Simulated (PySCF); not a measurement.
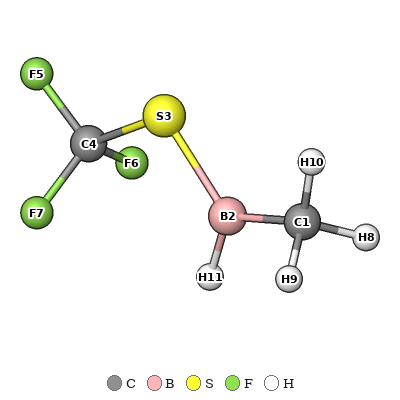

Structure of C₂H₄BF₃S, SMILES CBSC(F)(F)F.

GIAO shifts, PBE0/pcSseg-1 in PySCF, at a PBE0-D3(BJ)/def2-SVP geometry (no frequency check), against BF₃.OEt₂ for ¹¹B, TMS for ¹H and TMS for ¹³C computed at the same level. Gas phase, fully decoupled, line heights follow the number of nuclei, widths are arbitrary (no quadrupolar broadening); values of one conformer, averaged over methyl-type rotors and exact or near symmetry; other conformers aren't averaged in.

Predict the ¹¹B spectrum.

1 signal.


| δ (ppm) | nuclei | atoms |
| --- | --- | --- |
| 72.7 | 1 | B2 |

How many ¹H lines appear, and where?

2 signals.


```tsv
δ (ppm)	nuclei	atoms
7.59	1	H11
1.15	3	H8, H9, H10
```

Which ¹³C signals does it give?

2 signals.


```csv
δ (ppm),nuclei,atoms
136.7,1,C4
10.6,1,C1
```

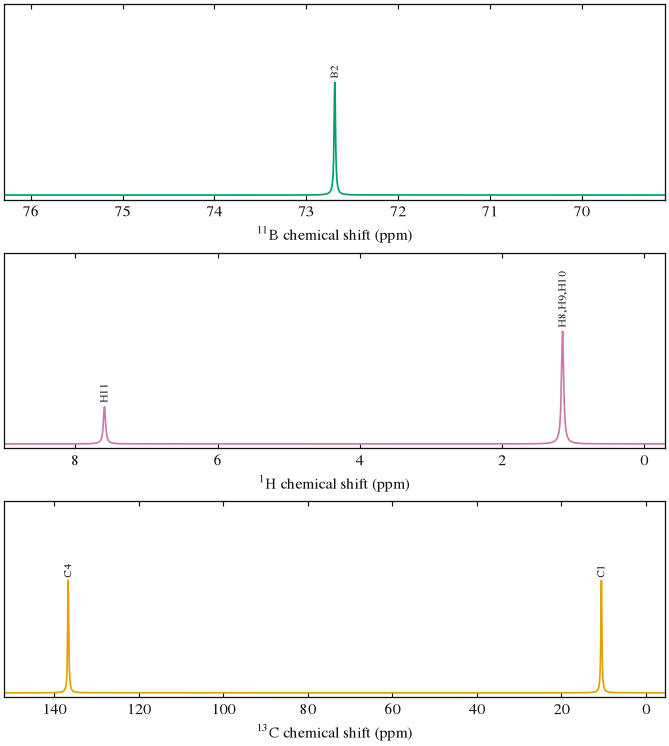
